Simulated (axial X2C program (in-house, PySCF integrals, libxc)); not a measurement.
**SrGa: bond curves with and without spin–orbit coupling**

What are the state, bond length, wavenumber and bond energy of SrGa, and what does spin–orbit coupling change?

The runs use an in-house X2C program for linear molecules on PySCF integrals; all-electron X2C, Sr dyall-cv3z, Ga dyall-cv3z.

All values are calculated.

**1. The job**

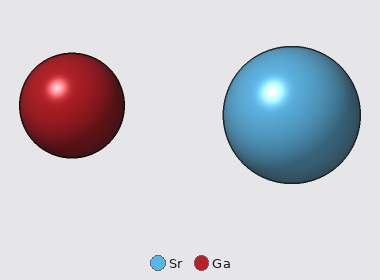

The two atoms at 3.090 Å (strontium blue, gallium red).

Contents of task.json:

```json
{"zs": [38, 31], "q": 0, "bas": ["dyall-cv3z", "dyall-cv3z"], "levels": ["PBE0", "HF", "PBE50"], "cc": true, "r0": 3.09, "thr": -1.0, "nmax": 90, "npts": 10, "nst": 2, "ntry": 6}
```

Keys: zs atomic numbers; q charge; bas basis sets; levels methods (HF also brings MP2); cc coupled cluster on or off; r0 starting distance in Å; thr threshold in hartree for freezing inner shells (an s shell follows its p shell); nmax most natural virtual spinors; npts points asked for on the curve; nst determinants followed; ntry starts of the search.

Command:

```bash
python so2c.py task.json out
```

Spin-free means the one-electron spin-free X2C Hamiltonian; two-component (2c) means X2C with spin–orbit coupling and atomic mean-field two-electron Coulomb and Gaunt terms. Basis: Sr dyall-cv3z contracted to [13s12p8d5f1g], Ga dyall-cv3z contracted to [9s9p7d4f1g]; Gaussian nuclei, density fitting. Masses: Sr 87.906 u, Ga 68.926 u.

Notation: σ, π±, δ± give the projection m of an orbital's angular momentum (0, ±1, ±2), α and β its spin, Λ and M_S the sums; ω is the projection of a spinor's total angular momentum and Ω the sum. Logs are in hartree.

The results follow Hamiltonian by Hamiltonian and level by level.

**2. Search for the lowest determinant**

PBE0 moves the distance from 3.090 Å to 3.274 Å and compares determinants there.

Spin-free determinants:

| ΔE (eV) | state | open shells |
| --- | --- | --- |
| 0.00 | M_S = 1/2, Λ = 1 | beyond closed shells: π+α |
| 0.37 | M_S = 1/2, Λ = 0 | beyond closed shells: σα |
| 0.60 | M_S = 3/2, Λ = 0 | beyond closed shells: σα, π+α, π-α |
| 0.63 | M_S = 3/2, Λ = 1 | beyond closed shells: 2 × σα, π+α |
| 0.85 | M_S = 1/2, Λ = 0 | beyond closed shells: σβ, π+α, π-α |
| 0.93 | M_S = 1/2, Λ = 1 | beyond closed shells: 2 × σα, π+β |
| 1.24 | M_S = 1/2, Λ = 2 | beyond closed shells: σα, π+α, π+β |

Two-component determinants:

| ΔE (eV) | state | open shells |
| --- | --- | --- |
| 0.00 | Ω = 1/2 | excess of +ω over −ω: ω = 1/2 |
| 0.06 | Ω = 3/2 | excess of +ω over −ω: ω = 3/2 |
| 0.68 | Ω = 5/2 | excess of +ω over −ω: 2 × ω = 1/2, ω = 3/2 |
| 0.87 | Ω = 1/2 | excess of +ω over −ω: 2 × ω = -1/2, ω = 3/2 |
| 0.93 | Ω = 3/2 | excess of +ω over −ω: 3 × ω = 1/2 |
| 2.23 | Ω = 5/2 | excess of +ω over −ω: ω = 5/2 |
| 2.48 | Ω = 7/2 | excess of +ω over −ω: 2 × ω = 1/2, ω = 5/2 |

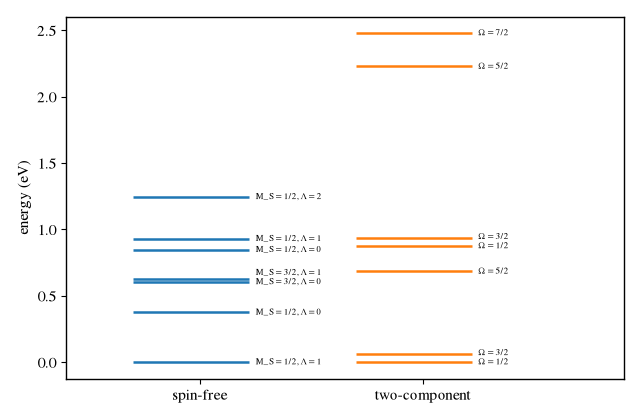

The determinants found, each set from its own lowest.

**3. PBE0, spin-free**

State followed: M_S = 1/2, Λ = 1 (beyond closed shells: π+α). The scan is laid around 3.274 Å, a first estimate of the minimum, and this SCF restarts from the orbitals of the search.

Output at 3.274 Å:

```text
spin-free X2C-1e  PBE0
basis functions 241  fitting functions 1308  grid points 5805
iter        total energy     max residual
   1      -5122.629965106     9.15e-05
   2      -5122.629965144     9.73e-05
   3      -5122.629965228     1.51e-05
   4      -5122.629965233     2.01e-05
   5      -5122.629965240     8.02e-06
converged
one-electron -7487.41652249  Coulomb 2355.85087085  exact exchange -44.59687500  xc functional -136.86779122  nuclear repulsion 190.40035262
```

Along the bond, energies from the lowest point:

```csv
R (Å),E (eV),μ (D),HOMO (eV),LUMO (eV),iterations
2.848,0.2445,-2.28,-3.98,-2.48,32
2.979,0.0983,-2.46,-3.87,-2.37,23
3.078,0.0372,-2.57,-3.79,-2.30,18
3.176,0.0069,-2.66,-3.71,-2.24,16
3.274,0.0000,-2.73,-3.65,-2.19,5
3.389,0.0131,-2.78,-3.58,-2.13,15
3.503,0.0422,-2.81,-3.53,-2.09,14
3.651,0.0936,-2.82,-3.49,-2.04,15
3.831,0.1664,-2.77,-3.45,-2.04,15
4.093,0.2723,-2.61,-3.44,-2.06,15
```

Dipoles are positive if Ga is the positive end.

Outer orbitals at the reference distance:

```
symmetry  occupied  ε (eV)              atomic character
     π+α       yes  -24.88                     100% Sr p
     π-α       yes  -24.86                     100% Sr p
     π+β       yes  -24.86                     100% Sr p
     π-β       yes  -24.86                     100% Sr p
      σα       yes  -24.81                      99% Sr p
      σβ       yes  -24.74                      99% Sr p
     δ+α       yes  -21.70                     100% Ga d
     δ-α       yes  -21.68                     100% Ga d
     π+α       yes  -21.68                     100% Ga d
      σα       yes  -21.67                     100% Ga d
     π-α       yes  -21.67                     100% Ga d
     δ-β       yes  -21.64                     100% Ga d
     δ+β       yes  -21.64                     100% Ga d
     π+β       yes  -21.62                     100% Ga d
     π-β       yes  -21.62                     100% Ga d
      σβ       yes  -21.61                     100% Ga d
      σα       yes   -9.99    81% Ga s, 8% Sr p, 6% Sr s
      σβ       yes   -8.94    82% Ga s, 7% Sr p, 6% Sr s
      σα       yes   -4.37   50% Ga p, 43% Sr s, 4% Ga s
      σβ       yes   -4.15   73% Sr s, 15% Ga p, 8% Sr p
     π+α       yes   -3.65  75% Ga p, 13% Sr d, 10% Sr p
     π-α        no   -2.19  70% Ga p, 14% Sr p, 13% Sr d
      σα        no   -1.93  41% Sr s, 25% Ga p, 18% Sr p
     π+β        no   -1.49   56% Ga p, 33% Sr p, 9% Sr d
     π-β        no   -1.49   56% Ga p, 33% Sr p, 9% Sr d
```

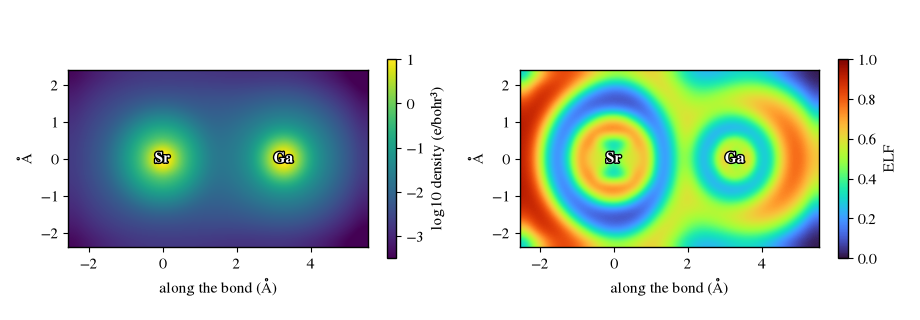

PBE0 fields in a plane through the axis, from a grid of 0.3 Å; Sr lies at z = 0 and Ga at z = 3.274 Å; the ELF is damped to zero where the density is low.

Re = 3.260 Å, ωe = 114.1 cm⁻¹, ωexe = 0.526 cm⁻¹, Be = 0.04106 cm⁻¹, De = 0.577 eV, μ = -2.72 D. ⟨S²⟩ = 1.01 against 0.75 for a pure state, so this determinant mixes spins.

**4. HF, spin-free**

The SCF at the reference distance of 3.274 Å:

```text
spin-free X2C-1e  HF
basis functions 241  fitting functions 1308  grid points 5805
iter        total energy     max residual
   1      -5119.552799013     3.42e-01
   2      -5119.588978925     1.30e-02
   3      -5119.592125508     3.26e-02
   4      -5119.594606994     1.78e-02
   5      -5119.596288760     5.55e-03
   6      -5119.596732740     6.99e-03
   7      -5119.596925122     1.08e-03
   8      -5119.596948912     4.79e-04
   9      -5119.596957542     3.22e-04
  10      -5119.596958818     1.13e-04
  11      -5119.596959393     9.59e-05
  12      -5119.596959544     5.60e-05
  13      -5119.596959582     1.05e-05
  14      -5119.596959588     5.89e-06
  15      -5119.596959589     3.31e-06
  16      -5119.596959589     9.94e-07
converged
one-electron -7487.19701010  Coulomb 2355.79598572  exact exchange -178.59628783  xc functional 0.00000000  nuclear repulsion 190.40035262
```

Re = 3.363 Å, ωe = 110.2 cm⁻¹, ωexe = 0.666 cm⁻¹, Be = 0.03859 cm⁻¹, De = 0.286 eV, μ = -3.66 D. ⟨S²⟩ = 1.53 against 0.75 for a pure state, so this determinant mixes spins.

**5. PBE50, spin-free**

The SCF at the reference distance of 3.274 Å:

```text
spin-free X2C-1e  PBE50
basis functions 241  fitting functions 1308  grid points 5805
iter        total energy     max residual
   1      -5122.706694937     1.14e-01
   2      -5122.711041610     9.21e-03
   3      -5122.711272111     2.14e-02
   4      -5122.711741444     2.40e-03
   5      -5122.711844447     1.30e-03
   6      -5122.711937045     2.58e-03
   7      -5122.711947316     7.75e-04
   8      -5122.711949777     2.13e-04
   9      -5122.711950108     1.67e-04
  10      -5122.711950187     2.34e-05
  11      -5122.711950195     1.36e-05
converged
one-electron -7487.96370578  Coulomb 2356.46969247  exact exchange -89.24209081  xc functional -92.37619869  nuclear repulsion 190.40035262
```

Re = 3.247 Å, ωe = 117.6 cm⁻¹, ωexe = 0.584 cm⁻¹, Be = 0.04139 cm⁻¹, De = 0.526 eV, μ = -3.06 D. ⟨S²⟩ = 1.20 against 0.75 for a pure state, so this determinant mixes spins.

**6. Correlated methods, spin-free**

Correlated methods: 5 electrons correlated (frozen shells, counted by type: Sr 4 s, 3 p, 1 d; Ga 3 s, 2 p, 1 d), 325 virtual spinors in MP2, 85 natural virtuals in coupled cluster.

Output of the correlated part at 3.274 Å:

```text
correlated 5  virtual 325  natural virtual 85  E(MP2) -0.054102537  MP2 remainder -0.001282951
iter   CCSD correlation   residual
   1     -0.063645200   1.23e-01
   2     -0.068876895   6.28e-02
   3     -0.070334131   3.62e-02
   4     -0.071142387   2.42e-02
   5     -0.071698556   1.62e-02
   6     -0.072006331   8.54e-03
   7     -0.072114196   3.83e-03
   8     -0.072104503   1.78e-03
   9     -0.072108146   8.99e-04
  10     -0.072105321   4.85e-04
  11     -0.072109516   2.52e-04
  12     -0.072110198   1.20e-04
  13     -0.072110649   5.94e-05
  14     -0.072111164   3.55e-05
  15     -0.072112208   2.43e-05
  16     -0.072112746   1.21e-05
  17     -0.072112928   5.91e-06
  18     -0.072113010   2.82e-06
  19     -0.072113017   1.16e-06
(T) -0.003789234  T1 0.0996  D1 0.1654  max T2 0.128
```

T1 in the output is the amplitude norm over the root of the electron number; divide by √2 for the Lee–Taylor value.

MP2: No constants are quoted: the reference is strongly spin-contaminated.

CCSD: No constants are quoted: too few points lie around the minimum for a second fit to confirm the first.

CCSD(T): No constants are quoted: too few points lie around the minimum for a second fit to confirm the first.

**7. A higher determinant, spin-free**

State: M_S = 1/2, Λ = 0 (beyond closed shells: σα).

Output at the reference distance:

```text
spin-free X2C-1e  PBE0
basis functions 241  fitting functions 1308  grid points 5805
iter        total energy     max residual
   1      -5122.616212337     9.70e-05
   2      -5122.616212452     5.10e-05
   3      -5122.616212517     2.83e-05
   4      -5122.616212532     3.16e-05
   5      -5122.616212540     1.45e-05
converged
one-electron -7487.41225838  Coulomb 2355.87135169  exact exchange -44.59935175  xc functional -136.87630670  nuclear repulsion 190.40035262
```

```csv
R (Å),E above the lowest PBE0 point (eV)
2.848,1.021
2.979,0.732
3.078,0.575
3.176,0.458
3.274,0.374
3.389,0.308
3.503,0.269
3.651,0.248
3.831,0.252
```

No constants are quoted: too few points lie around the minimum for a second fit to confirm the first.

**8. The spin-free curves together**

Energy (eV) of the followed determinant, spin-free, from each level's lowest point:

```csv
R (Å),PBE0,HF,MP2 (spin-contaminated),CCSD,CCSD(T),PBE50
2.848,0.244,0.402,0.382,n/a,n/a,0.241
2.979,0.098,0.193,0.181,0.199,0.202,0.093
3.078,0.037,0.095,0.088,0.103,0.105,0.033
3.176,0.007,0.036,0.032,0.044,0.045,0.005
3.274,0.000,0.007,0.005,0.012,0.012,0.000
3.389,0.013,0.000,0.000,0.000,0.000,0.016
3.503,0.042,0.014,0.014,0.007,0.007,0.048
3.651,0.094,0.051,0.051,0.030,0.031,0.102
3.831,0.166,0.109,0.106,n/a,n/a,0.176
4.093,0.272,0.189,0.183,n/a,n/a,0.277
```

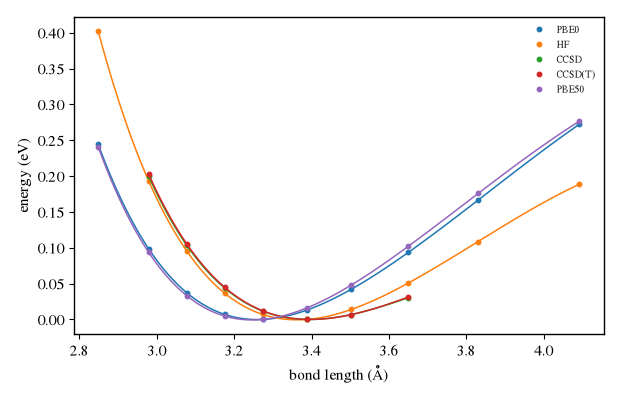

Curves of the followed state, spin-free, each from its own lowest point. Left out: MP2.

**9. PBE0, 2c**

State followed: Ω = 1/2 (excess of +ω over −ω: ω = 1/2). The scan is laid around 3.274 Å, a first estimate of the minimum, and this SCF restarts from the orbitals of the search.

The SCF at the reference distance of 3.274 Å:

```text
two-component X2C + atomic mean field  PBE0
basis functions 241  fitting functions 1308  grid points 5805
iter        total energy     max residual
   1      -5120.849845363     4.26e-05
   2      -5120.849845391     2.31e-05
   3      -5120.849845410     2.36e-05
   4      -5120.849845411     1.37e-05
converged
one-electron -7482.78763100  Coulomb 2354.89997552  exact exchange -44.57746652  xc functional -136.80913136  nuclear repulsion 190.40035262  atomic mean-field constant -1.97594466
```

Along the bond, energies from the lowest point:

```csv
R (Å),E (eV),μ (D),HOMO (eV),LUMO (eV),iterations
2.848,0.2430,-2.26,-3.97,-2.45,32
2.979,0.0977,-2.44,-3.90,-2.34,24
3.078,0.0370,-2.55,-3.81,-2.27,19
3.176,0.0069,-2.64,-3.74,-2.21,16
3.274,0.0000,-2.71,-3.67,-2.15,4
3.389,0.0129,-2.76,-3.61,-2.10,15
3.503,0.0416,-2.78,-3.56,-2.06,14
3.651,0.0922,-2.78,-3.51,-2.01,15
3.831,0.1636,-2.72,-3.48,-2.03,17
4.093,0.2669,-2.53,-3.47,-2.05,18
```

Dipoles are positive if Ga is the positive end.

Outer spinors at the reference distance:

| ω | occupied | ε (eV) | atomic character | λ mixture |
| --- | --- | --- | --- | --- |
| -3/2 | yes | -24.46 | 100% Sr p | 100% π |
| 3/2 | yes | -24.46 | 100% Sr p | 100% π |
| -1/2 | yes | -24.43 | 99% Sr p | 68% σ, 32% π |
| 1/2 | yes | -24.39 | 99% Sr p | 72% σ, 28% π |
| 3/2 | yes | -21.94 | 100% Ga d | 85% δ, 15% π |
| 1/2 | yes | -21.91 | 100% Ga d | 67% π, 33% σ |
| -3/2 | yes | -21.89 | 100% Ga d | 78% δ, 22% π |
| -1/2 | yes | -21.89 | 100% Ga d | 54% π, 46% σ |
| -5/2 | yes | -21.50 | 100% Ga d | 100% δ |
| -3/2 | yes | -21.48 | 100% Ga d | 78% π, 22% δ |
| -1/2 | yes | -21.47 | 100% Ga d | 54% σ, 46% π |
| 1/2 | yes | -21.46 | 100% Ga d | 67% σ, 33% π |
| 5/2 | yes | -21.45 | 100% Ga d | 100% δ |
| 3/2 | yes | -21.45 | 100% Ga d | 85% π, 15% δ |
| -1/2 | yes | -9.98 | 81% Ga s, 8% Sr p, 6% Sr s | 100% σ |
| 1/2 | yes | -8.93 | 82% Ga s, 7% Sr p, 6% Sr s | 100% σ |
| -1/2 | yes | -4.36 | 49% Ga p, 43% Sr s, 4% Ga s | 100% σ |
| 1/2 | yes | -4.15 | 73% Sr s, 16% Ga p, 8% Sr p | 100% σ |
| 1/2 | yes | -3.67 | 75% Ga p, 13% Sr d, 10% Sr p | 100% π |
| -3/2 | no | -2.15 | 70% Ga p, 14% Sr p, 14% Sr d | 100% π |
| -1/2 | no | -1.93 | 41% Sr s, 26% Ga p, 18% Sr p | 100% σ |
| -1/2 | no | -1.51 | 56% Ga p, 34% Sr p, 9% Sr d | 100% π |
| 3/2 | no | -1.46 | 56% Ga p, 34% Sr p, 9% Sr d | 100% π |

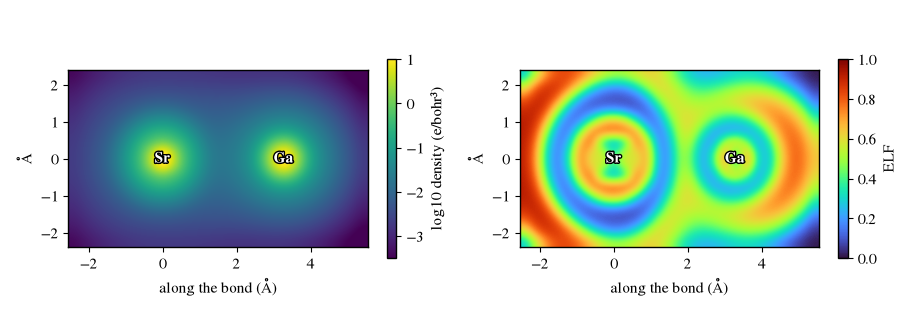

PBE0 fields in a plane through the axis, from a grid of 0.3 Å; Sr lies at z = 0 and Ga at z = 3.274 Å; the ELF is damped to zero where the density is low.

Re = 3.260 Å, ωe = 113.5 cm⁻¹, ωexe = 0.539 cm⁻¹, Be = 0.04105 cm⁻¹, De = 0.600 eV, μ = -2.70 D.

**10. HF, 2c**

The SCF at the reference distance of 3.274 Å:

```text
two-component X2C + atomic mean field  HF
basis functions 241  fitting functions 1308  grid points 5805
iter        total energy     max residual
   1      -5117.773113600     3.42e-01
   2      -5117.809232139     1.29e-02
   3      -5117.812345197     3.23e-02
   4      -5117.814808009     1.76e-02
   5      -5117.816509759     5.70e-03
   6      -5117.816966068     7.09e-03
   7      -5117.817168892     1.09e-03
   8      -5117.817194077     4.95e-04
   9      -5117.817203534     3.33e-04
  10      -5117.817204967     1.13e-04
  11      -5117.817205648     1.04e-04
  12      -5117.817205837     6.24e-05
  13      -5117.817205899     1.73e-05
  14      -5117.817205924     1.74e-05
  15      -5117.817205951     2.55e-05
  16      -5117.817205994     2.27e-05
  17      -5117.817206057     2.65e-05
  18      -5117.817206122     2.46e-05
  19      -5117.817206161     1.20e-05
  20      -5117.817206174     7.30e-06
  21      -5117.817206176     3.86e-06
  22      -5117.817206176     1.28e-06
converged
one-electron -7482.56867591  Coulomb 2354.84553266  exact exchange -178.51847088  xc functional 0.00000000  nuclear repulsion 190.40035262  atomic mean-field constant -1.97594466
```

Re = 3.364 Å, ωe = 108.3 cm⁻¹, ωexe = 0.798 cm⁻¹, Be = 0.03855 cm⁻¹, De = 0.227 eV, μ = -3.65 D.

**11. PBE50, 2c**

Output at 3.274 Å:

```text
two-component X2C + atomic mean field  PBE50
basis functions 241  fitting functions 1308  grid points 5805
iter        total energy     max residual
   1      -5120.926720448     1.14e-01
   2      -5120.931062029     9.14e-03
   3      -5120.931288976     2.13e-02
   4      -5120.931756343     2.38e-03
   5      -5120.931858276     1.28e-03
   6      -5120.931951446     2.59e-03
   7      -5120.931961869     7.83e-04
   8      -5120.931964442     2.21e-04
   9      -5120.931964818     1.78e-04
  10      -5120.931964930     2.64e-05
  11      -5120.931964953     2.79e-05
  12      -5120.931964971     2.74e-05
  13      -5120.931964983     9.13e-06
  14      -5120.931964987     4.63e-06
converged
one-electron -7483.33349104  Coulomb 2355.51731663  exact exchange -89.20316649  xc functional -92.33703204  nuclear repulsion 190.40035262  atomic mean-field constant -1.97594466
```

Re = 3.247 Å, ωe = 116.8 cm⁻¹, ωexe = 0.611 cm⁻¹, Be = 0.04138 cm⁻¹, De = 0.542 eV, μ = -3.04 D.

**12. MP2 and beyond, 2c**

Correlated methods: 5 electrons correlated (frozen shells, counted by type: Sr 4 s, 3 p, 1 d; Ga 3 s, 2 p, 1 d), 325 virtual spinors in MP2, 85 natural virtuals in coupled cluster.

Output of the correlated part at 3.274 Å:

```text
correlated 5  virtual 325  natural virtual 85  E(MP2) -0.054136754  MP2 remainder -0.001284827
iter   CCSD correlation   residual
   1     -0.063672556   1.23e-01
   2     -0.068889010   6.28e-02
   3     -0.070346230   3.62e-02
   4     -0.071161828   2.43e-02
   5     -0.071719671   1.62e-02
   6     -0.072025955   8.47e-03
   7     -0.072132244   3.78e-03
   8     -0.072122447   1.74e-03
   9     -0.072125834   8.77e-04
  10     -0.072123041   4.71e-04
  11     -0.072127041   2.49e-04
  12     -0.072127716   1.26e-04
  13     -0.072128155   7.27e-05
  14     -0.072128672   5.18e-05
  15     -0.072129927   4.04e-05
  16     -0.072130663   2.68e-05
  17     -0.072130954   1.89e-05
  18     -0.072131001   1.44e-05
  19     -0.072130838   1.02e-05
  20     -0.072130727   6.40e-06
  21     -0.072130608   3.58e-06
  22     -0.072130566   1.66e-06
  23     -0.072130548   9.58e-07
(T) -0.003786882  T1 0.0998  D1 0.1654  max T2 0.128
```

MP2: No constants are quoted: the reference is strongly spin-contaminated.

CCSD: No constants are quoted: too few points lie around the minimum for a second fit to confirm the first.

CCSD(T): No constants are quoted: too few points lie around the minimum for a second fit to confirm the first.

**13. A higher determinant, 2c**

State: Ω = 3/2 (excess of +ω over −ω: ω = 3/2).

Output at the reference distance:

```text
two-component X2C + atomic mean field  PBE0
basis functions 241  fitting functions 1308  grid points 5805
iter        total energy     max residual
   1      -5120.847661039     4.52e-05
   2      -5120.847661047     1.21e-05
converged
one-electron -7482.74578913  Coulomb 2354.85949136  exact exchange -44.57731062  xc functional -136.80846061  nuclear repulsion 190.40035262  atomic mean-field constant -1.97594466
```

```csv
R (Å),E above the lowest PBE0 point (eV)
2.848,0.306
2.979,0.159
3.078,0.097
3.176,0.067
3.274,0.059
3.389,0.073
3.503,0.102
3.651,0.153
3.831,0.227
```

Re = 3.261 Å, ωe = 114.4 cm⁻¹, ωexe = 0.521 cm⁻¹, Be = 0.04104 cm⁻¹, μ = -2.74 D. Te = 0.06 eV.

**14. The 2c curves together**

Energy (eV) of the followed determinant, 2c, from each level's lowest point:

```csv
R (Å),PBE0,HF,MP2 (spin-contaminated),CCSD,CCSD(T),PBE50
2.848,0.243,0.400,0.381,n/a,n/a,0.240
2.979,0.098,0.192,0.181,0.200,0.203,0.093
3.078,0.037,0.095,0.088,0.104,0.106,0.033
3.176,0.007,0.036,0.032,0.045,0.046,0.005
3.274,0.000,0.007,0.005,0.012,0.013,0.000
3.389,0.013,0.000,0.000,0.000,0.000,0.016
3.503,0.042,0.013,0.015,0.006,0.007,0.047
3.651,0.092,0.047,0.054,0.029,0.032,0.100
3.831,0.164,0.098,0.110,n/a,n/a,0.170
4.093,0.267,0.159,0.173,n/a,n/a,0.266
```

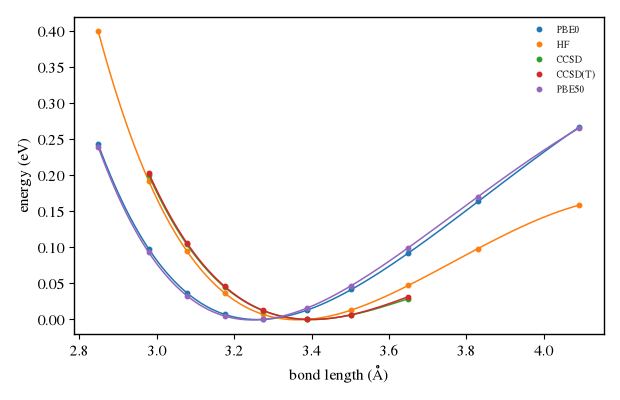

Curves of the followed state, 2c, each from its own lowest point. Left out: MP2.

Time for the job: 3.7 min (1 thread of Arm Neoverse V1, shared host); peak memory 0.59 GiB.

**15. Constants**

Lowest determinant that the search found at its distance, spin-free: M_S = 1/2, Λ = 1 (beyond closed shells: π+α).

Lowest determinant that the search found at its distance, 2c: Ω = 1/2 (excess of +ω over −ω: ω = 1/2).

| Hamiltonian | level | Re (Å) | ωe (cm⁻¹) | De (eV) | μ (D) |
| --- | --- | --- | --- | --- | --- |
| spin-free | PBE0 | 3.260 | 114.1 | 0.577 | -2.72 |
| spin-free | HF | 3.363 | 110.2 | 0.286 | -3.66 |
| spin-free | PBE50 | 3.247 | 117.6 | 0.526 | -3.06 |
| 2c | PBE0 | 3.260 | 113.5 | 0.600 | -2.70 |
| 2c | HF | 3.364 | 108.3 | 0.227 | -3.65 |
| 2c | PBE50 | 3.247 | 116.8 | 0.542 | -3.04 |

Dipoles are positive if Ga is the positive end. No constants: spin-free MP2 (the reference is strongly spin-contaminated); spin-free CCSD (too few points lie around the minimum for a second fit to confirm the first); spin-free CCSD(T) (too few points lie around the minimum for a second fit to confirm the first); 2c MP2 (the reference is strongly spin-contaminated); 2c CCSD (too few points lie around the minimum for a second fit to confirm the first); 2c CCSD(T) (too few points lie around the minimum for a second fit to confirm the first). Spin-free ⟨S²⟩ is off its pure value at PBE0 1.01, HF 1.53, PBE50 1.20.

Time per point (s) on 1 thread of Arm Neoverse V1, shared host (2c runs); the times are rough: PBE0 1.9, HF 2, PBE50 2.1.

At PBE0, going from spin-free to two-component changes Re by 0 mÅ, ωe by -0.5 %, which is small (part of it comes from the scalar share of the two-electron terms). It costs about 1.5 times the time. De moves by +0.02 eV; both De rest on single-determinant atoms, which can miss part of an open shell's spin–orbit lowering.

De refers to Sr + Ga, each in the lowest determinant found, which need not be this curve's own limit. The state is a single determinant with fixed occupations, the lowest that a limited PBE0 search found. Dissociation energies refer to the lowest single-determinant-based atoms at the same level and basis. Density functionals use the spin component along the axis (collinear). The spin-free determinant is spin-contaminated at some levels.
